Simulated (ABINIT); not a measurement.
# PbO (P4/nmm): G0W0 with ABINIT, start to end, part 2 of 3

Wanted: ground state, empty states, screening and self-energy for PbO (P4/nmm).

ABINIT 10.8.3; PBE and many-body steps on it, plane waves. Known limits of the many-body steps: not at the basis limit; no spin-orbit coupling; coarse k mesh.

So far. Step 2 (Ground state): The gap is indirect, with the least direct gap 0.99 eV higher.

The database entry behind the starting cell differs from later determinations by our own check (c about 1 % long), so it need not match the best structure at ambient conditions.

## Step 3: Bands along the symmetry lines

Level of this step: DFT, PBE, plane waves, norm-conserving pseudopotentials (ABINIT).

Levels along a band path, at the cheap level, show where the edges lie and whether the meshes to come will hold them.

Contents of run.abi:

```
acell 3*1.0 Angstrom
rprim 
  3.960000000000 0.000000000000 0.000000000000
  0.000000000000 3.960000000000 0.000000000000
  0.000000000000 0.000000000000 5.070000000000
ntypat 2
znucl 82 8
natom 4
typat 1 1 2 2
xred 
  0.000000000000 0.500000000000 0.238990104021
  0.500000000000 0.000000000000 0.761009895979
  0.000000000000 0.000000000000 0.000000000000
  0.500000000000 0.500000000000 0.000000000000
pp_dirpath "pseudos"
pseudos "Pb.upf, O.upf"
ecut 42
iscf -2
irdden 1
kptopt 0
nkpt 75
kpt 
  0.00000000 0.00000000 0.00000000
  0.00000000 0.06250000 0.00000000
  0.00000000 0.12500000 0.00000000
  0.00000000 0.18750000 0.00000000
  0.00000000 0.25000000 0.00000000
  0.00000000 0.31250000 0.00000000
  0.00000000 0.37500000 0.00000000
  0.00000000 0.43750000 0.00000000
  0.00000000 0.50000000 0.00000000
  0.06250000 0.50000000 0.00000000
  0.12500000 0.50000000 0.00000000
  0.18750000 0.50000000 0.00000000
  0.25000000 0.50000000 0.00000000
  0.31250000 0.50000000 0.00000000
  0.37500000 0.50000000 0.00000000
  0.43750000 0.50000000 0.00000000
  0.50000000 0.50000000 0.00000000
  0.43750000 0.43750000 0.00000000
  0.37500000 0.37500000 0.00000000
  0.31250000 0.31250000 0.00000000
  0.25000000 0.25000000 0.00000000
  0.18750000 0.18750000 0.00000000
  0.12500000 0.12500000 0.00000000
  0.06250000 0.06250000 0.00000000
  0.00000000 0.00000000 0.00000000
  0.00000000 0.00000000 0.06250000
  0.00000000 0.00000000 0.12500000
  0.00000000 0.00000000 0.18750000
  0.00000000 0.00000000 0.25000000
  0.00000000 0.00000000 0.31250000
  0.00000000 0.00000000 0.37500000
  0.00000000 0.00000000 0.43750000
  0.00000000 0.00000000 0.50000000
  0.00000000 0.06250000 0.50000000
  0.00000000 0.12500000 0.50000000
  0.00000000 0.18750000 0.50000000
  0.00000000 0.25000000 0.50000000
  0.00000000 0.31250000 0.50000000
  0.00000000 0.37500000 0.50000000
  0.00000000 0.43750000 0.50000000
  0.00000000 0.50000000 0.50000000
  0.06250000 0.50000000 0.50000000
  0.12500000 0.50000000 0.50000000
  0.18750000 0.50000000 0.50000000
  0.25000000 0.50000000 0.50000000
  0.31250000 0.50000000 0.50000000
  0.37500000 0.50000000 0.50000000
  0.43750000 0.50000000 0.50000000
  0.50000000 0.50000000 0.50000000
  0.43750000 0.43750000 0.50000000
  0.37500000 0.37500000 0.50000000
  0.31250000 0.31250000 0.50000000
  0.25000000 0.25000000 0.50000000
  0.18750000 0.18750000 0.50000000
  0.12500000 0.12500000 0.50000000
  0.06250000 0.06250000 0.50000000
  0.00000000 0.00000000 0.50000000
  0.00000000 0.50000000 0.00000000
  0.00000000 0.50000000 0.06250000
  0.00000000 0.50000000 0.12500000
  0.00000000 0.50000000 0.18750000
  0.00000000 0.50000000 0.25000000
  0.00000000 0.50000000 0.31250000
  0.00000000 0.50000000 0.37500000
  0.00000000 0.50000000 0.43750000
  0.00000000 0.50000000 0.50000000
  0.50000000 0.50000000 0.00000000
  0.50000000 0.50000000 0.06250000
  0.50000000 0.50000000 0.12500000
  0.50000000 0.50000000 0.18750000
  0.50000000 0.50000000 0.25000000
  0.50000000 0.50000000 0.31250000
  0.50000000 0.50000000 0.37500000
  0.50000000 0.50000000 0.43750000
  0.50000000 0.50000000 0.50000000
istwfk *1
nband 35
nbdbuf 2
tolwfr 1e-08
nstep 40
prtwf 0
prtvol 0
indata_prefix "in"
outdata_prefix "out"
tmpdata_prefix "tmp"
```

Started as:

```console
> OMP_NUM_THREADS=1 mpirun -n 4 abinit run.abi > log
```

Numbers of over 12 decimals in the logs are rounded to 6 here.

The program printed:

```text
.Version 10.8.3 of ABINIT. v10.8.2 released Aug 2026.

 Symmetries : space group P4/n m m (#129); Bravais tP (primitive tetrag.)
[... echo of the input left out ...]
== DATASET  1 ==================================================================
-   mpi_nproc: 4, omp_nthreads: 1 (-1 if OMP is not activated)

--- !DatasetInfo
iteration_state: {dtset: 1, }
dimensions: {natom: 4, nkpt: 75, mband: 35, nsppol: 1, nspinor: 1, nspden: 1, mpw: 7032, }
cutoff_energies: {ecut:  42.0, pawecutdg:  -1.0, }
electrons: {nelect:   5.60000000E+01, charge:   0.00000000E+00, occopt:   1.00000000E+00, tsmear:   1.00000000E-02, }

 Real(R)+Recip(G) space primitive vectors, cartesian coordinates (Bohr,Bohr^-1):
 R(1)=  7.4833155  0.0000000  0.0000000  G(1)=  0.1336306  0.0000000  0.0000000
 R(2)=  0.0000000  7.4833155  0.0000000  G(2)=  0.0000000  0.1336306  0.0000000
 R(3)=  0.0000000  0.0000000  9.5809115  G(3)=  0.0000000  0.0000000  0.1043742
 Unit cell volume ucvol=  5.3653114E+02 bohr^3
 Angles (23,13,12)=  9.00000000E+01  9.00000000E+01  9.00000000E+01 degrees

 getcut: wavevector=  0.0000  0.0000  0.0000  ngfft=  45  45  60
         ecut(hartree)=     42.000   => boxcut(ratio)=   2.01544

--- Pseudopotential description ------------------------------------------------
- Pb Generated using ONCVPSP code by D. R. Hamann
- 82.00000  22.00000  220131                  znucl, zion, pspdat
12 -101130 3 -1 1692                          pspcod,pspxc,lmax,lloc,mmax
     nproj     2     2     2     1
  pspatm : epsatm=   27.21822286
         --- l  ekb(1:nproj) -->
             0   15.655587    1.914583
             1    7.187683    1.168328
             2    3.424574    0.432546
             3    9.337611
 pspatm: atomic psp has been read  and splines computed

- O Generated using ONCVPSP code by D. R. Hamann
-  8.00000   6.00000  171031                  znucl, zion, pspdat
12 -101130 2 -1 936                           pspcod,pspxc,lmax,lloc,mmax
     nproj     2     2     1     0
  pspatm : epsatm=    6.17005460
         --- l  ekb(1:nproj) -->
[...]
2   -1.331955
 pspatm: atomic psp has been read  and splines computed

--------------------------------------------------------------------------------

================================================================================
 prteigrs : about to open file out_EIG
 Non-SCF case, kpt    1 (  0.00000  0.00000  0.00000), residuals and eigenvalues=
  8.90E-09  7.92E-09  2.40E-09  6.43E-09  2.74E-09  7.01E-09  6.13E-09  3.30E-09
  4.79E-09  2.54E-09  2.73E-09  9.85E-09  1.52E-09  1.93E-09  7.98E-09  1.92E-09
  7.43E-09  8.23E-09  7.30E-09  2.39E-09  5.14E-09  2.17E-09  7.43E-09  8.85E-09
[...]
-4.8390E+00 -4.8390E+00 -2.6962E+00 -2.6962E+00 -2.6962E+00 -2.6962E+00
 -2.6961E+00 -2.6961E+00 -4.1320E-01 -3.9338E-01 -3.2922E-01 -3.2922E-01
[...]
Non-SCF case, kpt   74 (  0.50000  0.50000  0.43750), residuals and eigenvalues=
[...]
4.4021E-01  4.4021E-01  4.7253E-01  4.7253E-01  6.5517E-01
 Non-SCF case, kpt   75 (  0.50000  0.50000  0.50000), residuals and eigenvalues=
[...]
-2.8838E-01 -2.8838E-01 -3.7536E-02 -3.7536E-02  1.1753E-01  1.1753E-01
  1.7619E-01  1.7619E-01  2.2459E-01  2.2459E-01  3.8374E-01  3.8374E-01
  4.3237E-01  4.3237E-01  4.7315E-01  4.7315E-01  6.6070E-01

--- !ResultsGS
iteration_state: {dtset: 1, }
comment   : Summary of ground state results
lattice_vectors:
- [  7.4833155,   0.0000000,   0.0000000, ]
- [  0.0000000,   7.4833155,   0.0000000, ]
- [  0.0000000,   0.0000000,   9.5809115, ]
lattice_lengths: [   7.48332,    7.48332,    9.58091, ]
lattice_angles: [ 90.000,  90.000,  90.000, ] # degrees, (23, 13, 12)
lattice_volume:   5.3653114E+02
convergence: {deltae:  0.000E+00, res2:  0.000E+00, residm:  9.995E-09, diffor:  0.000E+00, }
etotal    :  -4.52737045E+02
entropy   :   0.00000000E+00
fermie    :   2.61001869E-01
cartesian_stress_tensor: null
pressure_GPa: null
xred      :
- [  0.0000E+00,   5.0000E-01,   2.3899E-01, Pb]
- [  5.0000E-01,   0.0000E+00,   7.6101E-01, Pb]
- [  0.0000E+00,   0.0000E+00,   0.0000E+00,  O]
- [  5.0000E-01,   5.0000E-01,   0.0000E+00,  O]
cartesian_forces: null
force_length_stats: {min: null, max: null, mean: null, }

 Integrated electronic density in atomic spheres:
 ------------------------------------------------
 Atom  Sphere_radius  Integrated_density
[...]
================================================================================

 ----iterations are completed or convergence reached----

 Mean square residual over all n,k,spin=   49.240E-10; max=  99.954E-10
 reduced coordinates (array xred) for    4 atoms
[...]
cartesian coordinates (angstrom) at end:
    1      0.000000     1.980000     1.211680
    2      1.980000     0.000000     3.858320
    3      0.000000     0.000000     0.000000
    4      1.980000     1.980000     0.000000
 length scales=  1.889726125908  1.889726125908  1.889726125908 bohr
              =  1.000000000000  1.000000000000  1.000000000000 angstroms
 prteigrs : about to open file out_EIG
 Eigenvalues (hartree) for nkpt=  75  k points:
 kpt#   1, nband= 35, wtk=  1.00000, kpt=  0.0000  0.0000  0.0000 (reduced coord)
[...]
kpt#   2, nband= 35, wtk=  1.00000, kpt=  0.0000  0.0625  0.0000 (reduced coord)
[...]
kpt#   3, nband= 35, wtk=  1.00000, kpt=  0.0000  0.1250  0.0000 (reduced coord)
[...]
kpt#  74, nband= 35, wtk=  1.00000, kpt=  0.5000  0.5000  0.4375 (reduced coord)
[...]
0.47253    0.47253    0.65517
 kpt#  75, nband= 35, wtk=  1.00000, kpt=  0.5000  0.5000  0.5000 (reduced coord)
[...]
-0.32169   -0.32169   -0.28838   -0.28838   -0.03754   -0.03754    0.11753    0.11753
   0.17619    0.17619    0.22459    0.22459    0.38374    0.38374    0.43237    0.43237
   0.47315    0.47315    0.66070

== END DATASET(S) ==============================================================
================================================================================

 -outvars: echo values of variables after computation  --------
            nband          35
             nkpt          75
          spgroup         129
 [... the other variables as echoed above ...]

 Calculation completed.
```

It took 72 s on 4 MPI ranks of AMD EPYC 7R43, shared host; peak memory 0.6 GiB.

This step gave:

```yaml
gap: 1.125 eV
k_of_the_valence_top: 0, 0.0625, 0
k_of_the_conduction_bottom: 0.5, 0.5, 0
least_direct_gap: 2.115 eV
```

The gap is 1.125 eV, −0.001 eV from the run before at this level.

The electronic bands at the labelled points (eV, zero at the top of the highest filled band):

```csv
point,band 25,band 26,band 27,band 28,band 29,band 30,band 31,band 32
Γ,-1.72,-1.59,-1.59,0.00,2.41,5.53,5.57,5.57
X,-2.95,-2.95,-1.74,-1.74,3.32,3.32,6.61,6.61
M,-1.76,-1.76,-0.99,-0.99,1.13,1.13,5.19,5.19
Γ,-1.72,-1.59,-1.59,0.00,2.41,5.53,5.57,5.57
Z,-1.76,-1.62,-1.62,-1.09,2.11,3.97,3.97,4.34
R,-2.92,-2.92,-1.07,-1.07,3.01,3.01,6.30,6.30
A,-2.31,-2.31,-0.99,-0.99,3.34,3.34,4.66,4.66
Z,-1.76,-1.62,-1.62,-1.09,2.11,3.97,3.97,4.34
jump to X,-2.95,-2.95,-1.74,-1.74,3.32,3.32,6.61,6.61
R,-2.92,-2.92,-1.07,-1.07,3.01,3.01,6.30,6.30
jump to M,-1.76,-1.76,-0.99,-0.99,1.13,1.13,5.19,5.19
A,-2.31,-2.31,-0.99,-0.99,3.34,3.34,4.66,4.66
```

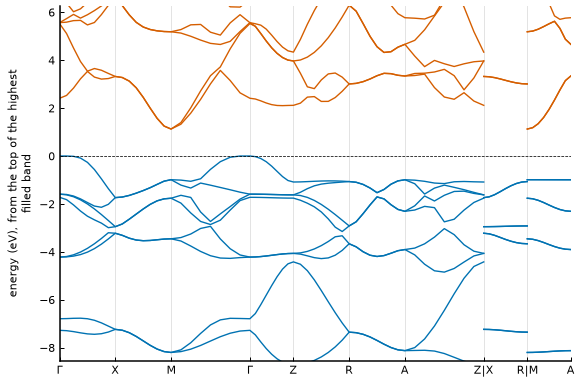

Electronic bands along the path; lines of filled and empty bands in two colours.

## Step 4: Empty states on the mesh, 4×4×2 mesh, 90 bands

The sums over transitions need many empty states on a uniform mesh; this step solves for them.

Contents of run.abi:

```
acell 3*1.0 Angstrom
rprim 
  3.960000000000 0.000000000000 0.000000000000
  0.000000000000 3.960000000000 0.000000000000
  0.000000000000 0.000000000000 5.070000000000
ntypat 2
znucl 82 8
natom 4
typat 1 1 2 2
xred 
  0.000000000000 0.500000000000 0.238990104021
  0.500000000000 0.000000000000 0.761009895979
  0.000000000000 0.000000000000 0.000000000000
  0.500000000000 0.500000000000 0.000000000000
pp_dirpath "pseudos"
pseudos "Pb.upf, O.upf"
ecut 42
ngkpt 4 4 2
nshiftk 1
shiftk 0 0 0
kptopt 1
chksymbreak 0
iscf -2
irdden 1
istwfk *1
nband 90
nbdbuf 8
tolwfr 1e-09
nstep 60
prtvol 0
indata_prefix "in"
outdata_prefix "out"
tmpdata_prefix "tmp"
```

The program printed:

```text
.Version 10.8.3 of ABINIT. v10.8.2 released Aug 2026.

 Symmetries : space group P4/n m m (#129); Bravais tP (primitive tetrag.)
[... echo of the input left out ...]
== DATASET  1 ==================================================================
-   mpi_nproc: 4, omp_nthreads: 1 (-1 if OMP is not activated)

--- !DatasetInfo
iteration_state: {dtset: 1, }
dimensions: {natom: 4, nkpt: 12, mband: 90, nsppol: 1, nspinor: 1, nspden: 1, mpw: 7032, }
cutoff_energies: {ecut:  42.0, pawecutdg:  -1.0, }
electrons: {nelect:   5.60000000E+01, charge:   0.00000000E+00, occopt:   1.00000000E+00, tsmear:   1.00000000E-02, }

 Real(R)+Recip(G) space primitive vectors, cartesian coordinates (Bohr,Bohr^-1):
 R(1)=  7.4833155  0.0000000  0.0000000  G(1)=  0.1336306  0.0000000  0.0000000
 R(2)=  0.0000000  7.4833155  0.0000000  G(2)=  0.0000000  0.1336306  0.0000000
 R(3)=  0.0000000  0.0000000  9.5809115  G(3)=  0.0000000  0.0000000  0.1043742
 Unit cell volume ucvol=  5.3653114E+02 bohr^3
 Angles (23,13,12)=  9.00000000E+01  9.00000000E+01  9.00000000E+01 degrees

 getcut: wavevector=  0.0000  0.0000  0.0000  ngfft=  45  45  60
         ecut(hartree)=     42.000   => boxcut(ratio)=   2.01544

--- Pseudopotential description ------------------------------------------------
- Pb Generated using ONCVPSP code by D. R. Hamann
- 82.00000  22.00000  220131                  znucl, zion, pspdat
12 -101130 3 -1 1692                          pspcod,pspxc,lmax,lloc,mmax
     nproj     2     2     2     1
  pspatm : epsatm=   27.21822286
         --- l  ekb(1:nproj) -->
             0   15.655587    1.914583
             1    7.187683    1.168328
             2    3.424574    0.432546
             3    9.337611
 pspatm: atomic psp has been read  and splines computed

- O Generated using ONCVPSP code by D. R. Hamann
-  8.00000   6.00000  171031                  znucl, zion, pspdat
12 -101130 2 -1 936                           pspcod,pspxc,lmax,lloc,mmax
     nproj     2     2     1     0
  pspatm : epsatm=    6.17005460
         --- l  ekb(1:nproj) -->
[...]
2   -1.331955
 pspatm: atomic psp has been read  and splines computed

--------------------------------------------------------------------------------

================================================================================
 prteigrs : about to open file out_EIG
 Non-SCF case, kpt    1 (  0.00000  0.00000  0.00000), residuals and eigenvalues=
  9.41E-10  5.86E-10  4.43E-10  3.86E-10  2.68E-10  3.97E-10  4.33E-10  2.30E-10
  3.99E-10  1.97E-10  2.50E-10  5.36E-10  3.31E-10  3.96E-10  3.29E-10  5.07E-10
  2.80E-10  2.76E-10  3.05E-10  6.49E-10  1.53E-10  9.38E-10  6.60E-10  7.27E-10
[...]
1.89E-04  4.01E-04
 -4.8390E+00 -4.8390E+00 -2.6962E+00 -2.6962E+00 -2.6962E+00 -2.6962E+00
 -2.6961E+00 -2.6961E+00 -4.1320E-01 -3.9338E-01 -3.2922E-01 -3.2922E-01
 -3.2704E-01 -3.2691E-01 -3.2384E-01 -3.2116E-01 -3.2102E-01 -3.2102E-01
[...]
1.6607E+00  1.6751E+00  1.6751E+00  1.6917E+00  1.6917E+00  1.7032E+00
  1.7167E+00  1.7810E+00  1.8239E+00  1.8318E+00  1.8396E+00  1.8595E+00
 prteigrs : prtvol=0 or 1, do not print more k-points.

--- !ResultsGS
iteration_state: {dtset: 1, }
comment   : Summary of ground state results
lattice_vectors:
- [  7.4833155,   0.0000000,   0.0000000, ]
- [  0.0000000,   7.4833155,   0.0000000, ]
- [  0.0000000,   0.0000000,   9.5809115, ]
lattice_lengths: [   7.48332,    7.48332,    9.58091, ]
lattice_angles: [ 90.000,  90.000,  90.000, ] # degrees, (23, 13, 12)
lattice_volume:   5.3653114E+02
convergence: {deltae:  0.000E+00, res2:  0.000E+00, residm:  9.992E-10, diffor:  0.000E+00, }
etotal    :  -4.52737045E+02
entropy   :   0.00000000E+00
fermie    :   2.61001869E-01
cartesian_stress_tensor: null
pressure_GPa: null
xred      :
- [  0.0000E+00,   5.0000E-01,   2.3899E-01, Pb]
- [  5.0000E-01,   0.0000E+00,   7.6101E-01, Pb]
- [  0.0000E+00,   0.0000E+00,   0.0000E+00,  O]
- [  5.0000E-01,   5.0000E-01,   0.0000E+00,  O]
cartesian_forces: null
force_length_stats: {min: null, max: null, mean: null, }

 Integrated electronic density in atomic spheres:
 ------------------------------------------------
 Atom  Sphere_radius  Integrated_density
[...]
================================================================================

 ----iterations are completed or convergence reached----

 Mean square residual over all n,k,spin=   46.875E-11; max=  99.915E-11
 reduced coordinates (array xred) for    4 atoms
[...]
0.000000000000      0.000000000000      0.000000000000
       0.500000000000      0.500000000000      0.000000000000

 cartesian coordinates (angstrom) at end:
    1      0.000000     1.980000     1.211680
    2      1.980000     0.000000     3.858320
    3      0.000000     0.000000     0.000000
    4      1.980000     1.980000     0.000000
 length scales=  1.889726125908  1.889726125908  1.889726125908 bohr
              =  1.000000000000  1.000000000000  1.000000000000 angstroms
 prteigrs : about to open file out_EIG
 Eigenvalues (hartree) for nkpt=  12  k points:
 kpt#   1, nband= 90, wtk=  0.03125, kpt=  0.0000  0.0000  0.0000 (reduced coord)
[...]
1.56060    1.57297    1.57850    1.57850    1.62295    1.64710    1.66074    1.67506
   1.67506    1.69168    1.69168    1.70316    1.71671    1.78101    1.82394    1.83176
   1.83965    1.85950
 prteigrs : prtvol=0 or 1, do not print more k-points.

== END DATASET(S) ==============================================================
================================================================================

 -outvars: echo values of variables after computation  --------
            nband          90
             nkpt          12
          spgroup         129
 [... the other variables as echoed above ...]

 Calculation completed.
```

It took 44 s on 4 MPI ranks; peak memory 0.46 GiB.

This step gave:

- gap: 1.126 eV
- k of the valence top: 0, 0, 0
- k of the conduction bottom: 0.5, 0.5, 0
- least direct gap: 2.115 eV
- k points computed: 12
- lowest point of the top converged band, above the valence top: 36.74 eV

On this mesh the gap is 1.126 eV.

(Part 2 of 3 ends here.)

[Paths, hosts, dates, memory and timing lines, banners, echoed tables and standing remarks are left out of the program output.]

[Logs are printed without paths, hosts, clocks, repeated set-up lines and the standing remarks that a program may print on its own settings, such as how far it seeks lower states.]

[Runs of the session that timed out or met a known fault of the program may be left out.]

[Hosts, paths, dates, database ids (printed as entryN), source tags and the programs' standing remarks are cut or masked in the printed files.]

[G0W0 gaps are taken among the corrected bands and points alone; a level outside them can change the order at an edge.]

[Where Ansatz stands beside ABINIT at settings called matched, ABINIT's density can come from a denser mesh and the files from another edition; pairs whose starting gaps differed by over 0.03 eV were left out, so agreement reads better than it is.]
